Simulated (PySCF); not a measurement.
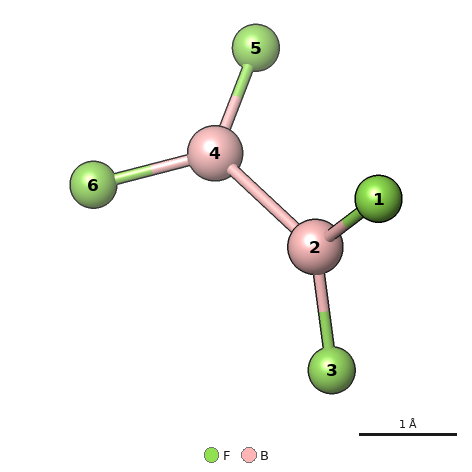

Orthographic view. Depth is shown by fading: the farther an atom, the more it takes the colour of the background. The computed structure is the end point of a PBE0-D3(BJ)/def2-SVP optimisation. No frequency run is at hand to confirm it as a minimum.

Write a MOL file (V2000) with the atoms in numerical order, bonds sorted by atom number with the orders drawn, and coordinates in the frame of the picture: x right, y up, z towards the viewer, origin at the mean position.

```
B2F4
                    3D

  6  5  0  0  0  0  0  0  0  0999 V2000
    1.1800    0.0200    1.5100 F   0  0  0  0  0  0  0  0  0  0  0  0
    0.5200   -0.4800    0.4800 B   0  0  0  0  0  0  0  0  0  0  0  0
    0.6900   -1.7700    0.2300 F   0  0  0  0  0  0  0  0  0  0  0  0
   -0.5200    0.4900   -0.4800 B   0  0  0  0  0  0  0  0  0  0  0  0
   -0.0900    1.5800   -1.0800 F   0  0  0  0  0  0  0  0  0  0  0  0
   -1.7800    0.1600   -0.6600 F   0  0  0  0  0  0  0  0  0  0  0  0
  1  2  1  0
  2  3  1  0
  2  4  1  0
  4  5  1  0
  4  6  1  0
M  END
```
